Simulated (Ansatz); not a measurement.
# CH5GeS (SMILES [CH3][GeH][SH]) at UBHLYP/cc-pVDZ

What is the electronic atomisation energy of CH5GeS at UBHLYP/cc-pVDZ? 

Program for the calculation: Ansatz 0.2.0.

30 further runs of the same task are left out: 1 that didn't finish, 29 set aside as unsound or not needed. Runs told in other sessions of the task aren't counted.

## 1. The system as given

CH5GeS: 8 atoms, total charge 0, spin state doublet. As SMILES, `[CH3][GeH][SH]`. Geometry: relaxed at PBE0-D4/def2-TZVP. This is one conformer, not always the lowest.

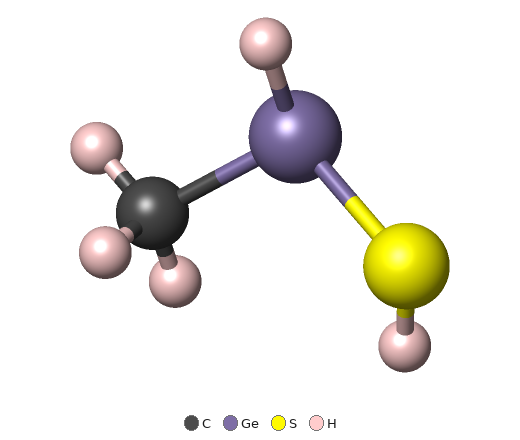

The structure, seen from a chosen angle (carbon dark grey, germanium purple, sulfur yellow, hydrogen pink).

## 2. The energy at UBHLYP/cc-pVDZ

in.yaml reads:

```yaml
crystal:
  periodic: [false, false, false]
  atoms:
    - {symbol: C, position_ang: [-0.733300, 0.635200, -0.565800]}
    - {symbol: Ge, position_ang: [0.934600, -0.393300, -0.399900]}
    - {symbol: S, position_ang: [1.033800, -1.391600, 1.591200]}
    - {symbol: H, position_ang: [-0.786300, 1.357800, 0.251000]}
    - {symbol: H, position_ang: [-1.594800, -0.030400, -0.515000]}
    - {symbol: H, position_ang: [-0.745800, 1.162700, -1.520400]}
    - {symbol: H, position_ang: [2.173100, 0.541200, -0.392200]}
    - {symbol: H, position_ang: [-0.189100, -1.938700, 1.495000]}
basis:
  gaussian:
    orbitals: cc-pVDZ
magnetization:
  spin_polarized: true
  initial_magnetization: 1
hamiltonian:
  xc: {name: BHLYP}
accuracy: high
output: {orbitals: {seedname: orbitals}}
```

Run with:

```console
$ ansatz run in.yaml --threads 1 --pin off --max-ram 2610MiB --events-out events.jsonl --progress --plain --runs-dir runs
```

Standard output:

```text
Warning: RAYON_NUM_THREADS=1 ignored (pool sized by the plan → 1); use --threads N
Functional definition: BHLYP
  name "BHLYP"
  parameter a = 0.5
  exchange = (1 - a)*b88_x + a*exact_x
  correlation = lyp_c
1953 factors; integrals over basis functions are off by at most 4.5e-9 eV
mean field evaluation 1: about -68466.7345 eV, gradient 2.4e1 eV
mean field evaluation 2: about -68467.3969 eV, gradient 2.1e1 eV
mean field evaluation 4: about -68469.7666 eV, gradient 7.3e-1 eV
mean field evaluation 8: about -68469.7941 eV, gradient 2.6e-2 eV
mean field evaluation 16: about -68469.7941 eV, gradient 2.7e-5 eV
mean field -68469.79408416 eV, -2516.2185220996 hartree, gradient 3.9e-8 eV, S^2 0.753257; 0 other end points of the search recorded, 0 dependent functions left out
reference -68469.79411066 eV, -2516.2185230733 hartree; 30, 29 occupied and 54, 55 virtual orbitals, 1953 factors
Total energy: -68469.79411066 eV, -2516.2185230733 hartree
```

It took 18 s on 1 thread of Arm Neoverse V1, shared host; peak memory 0.45 GiB.

## 3. The C atom

job.yaml reads:

```yaml
crystal:
  periodic: [false, false, false]
  atoms:
    - {symbol: C, position_ang: [0.000000, 0.000000, 0.000000]}
basis:
  gaussian:
    orbitals: cc-pVDZ
magnetization:
  spin_polarized: true
  initial_magnetization: 2
hamiltonian:
  xc: {name: BHLYP}
accuracy: high
```

Run the same way, it converges to -37.84127 Eh (log not shown).

## 4. The Ge atom at the same level

molecule.yaml reads:

```yaml
crystal:
  periodic: [false, false, false]
  atoms:
    - symbol: Ge
      position_ang: [0.000000, 0.000000, 0.000000]
basis:
  gaussian:
    orbitals: cc-pVDZ
hamiltonian:
  xc: {name: BHLYP}
accuracy: high
magnetization:
  spin_polarized: true
  initial_magnetization: 2
```

Run with:

```console
$ ansatz run molecule.yaml --threads 1 --pin off --max-ram 2610MiB --events-out events.jsonl --progress --plain --runs-dir runs
```

Standard output:

```text
Warning: RAYON_NUM_THREADS=1 ignored (pool sized by the plan → 1); use --threads N
[... 5 set-up lines as earlier in the session ...]
260 factors; integrals over basis functions are off by at most 4.5e-9 eV
mean field evaluation 1: about -56514.6366 eV, gradient 2.0e0 eV
mean field evaluation 2: about -56514.6843 eV, gradient 4.5e-1 eV
mean field evaluation 4: about -56514.6870 eV, gradient 4.5e-1 eV
mean field evaluation 8: about -56514.6896 eV, gradient 4.9e-4 eV
mean field evaluation 16: about -56514.6896 eV, gradient 1.2e-8 eV
mean field -56514.68960110 eV, -2076.8765358079 hartree, gradient 1.2e-8 eV, S^2 2.003207; 0 other end points of the search recorded, 0 dependent functions left out
reference -56514.68961563 eV, -2076.8765363419 hartree; 17, 15 occupied and 10, 12 virtual orbitals, 260 factors
Total energy: -56514.68961563 eV, -2076.8765363419 hartree
```

It took 1.2 s on 1 thread of Arm Neoverse V1, shared host.

## 5. The H atom

job.yaml reads:

```yaml
basis:
  gaussian:
    orbitals: cc-pVDZ
crystal:
  periodic: [false, false, false]
  atoms:
    - {symbol: H, position_ang: [0.000000, 0.000000, 0.000000]}
magnetization:
  spin_polarized: true
  initial_magnetization: 1
hamiltonian:
  xc: {name: BHLYP}
accuracy: high
```

Run the same way, it converges to -0.49784 Eh (log not shown).

## 6. The S atom

job.yaml reads:

```yaml
crystal:
  periodic: [false, false, false]
  atoms:
    - {symbol: S, position_ang: [0.000000, 0.000000, 0.000000]}
basis:
  gaussian:
    orbitals: cc-pVDZ
total_charge: 0
magnetization:
  spin_polarized: true
  initial_magnetization: 2
hamiltonian:
  xc: {name: BHLYP}
accuracy: high
```

Run with:

```console
$ ansatz run job.yaml --threads 1 --pin off --max-ram 2610MiB --events-out events.jsonl --progress --plain --runs-dir runs
```

Standard output:

```text
Warning: RAYON_NUM_THREADS=1 ignored (pool sized by the plan → 1); use --threads N
[... 5 set-up lines as earlier in the session ...]
142 factors; integrals over basis functions are off by at most 3.0e-9 eV
mean field evaluation 1: about -10833.2087 eV, gradient 2.9e0 eV
mean field evaluation 2: about -10833.2705 eV, gradient 6.9e-1 eV
mean field evaluation 4: about -10833.2799 eV, gradient 1.2e-1 eV
mean field evaluation 8: about -10833.2800 eV, gradient 1.5e-4 eV
mean field evaluation 16: about -10833.2800 eV, gradient 2.0e-8 eV
mean field -10833.28004657 eV, -398.1156986505 hartree, gradient 2.0e-8 eV, S^2 2.003131; 0 other end points of the search recorded, 0 dependent functions left out
reference -10833.28006170 eV, -398.1156992066 hartree; 9, 7 occupied and 9, 11 virtual orbitals, 142 factors
Total energy: -10833.28006170 eV, -398.1156992066 hartree
```

It took 0.48 s on 1 thread of Arm Neoverse V1, shared host.

## 7. What came out

At UBHLYP/cc-pVDZ:

```
                                    quantity           value
                      molecule: total energy  -2516.21852 Eh
molecule: HOMO energy (highest over α and β)        -6.59 eV
 molecule: LUMO energy (lowest over α and β)        -1.75 eV
                              molecule: ⟨S²⟩           0.753
                        C atom: total energy    -37.84127 Eh
                                C atom: ⟨S²⟩           2.003
                       Ge atom: total energy  -2076.87654 Eh
                               Ge atom: ⟨S²⟩           2.003
                        H atom: total energy     -0.49784 Eh
                                H atom: ⟨S²⟩           0.750
                        S atom: total energy   -398.11570 Eh
                                S atom: ⟨S²⟩           2.003
               electronic atomisation energy       24.376 eV
```

In words: Taking the molecule apart into free atoms costs 24.38 eV (2352 kJ/mol), before zero-point energy and without spin-orbit coupling.
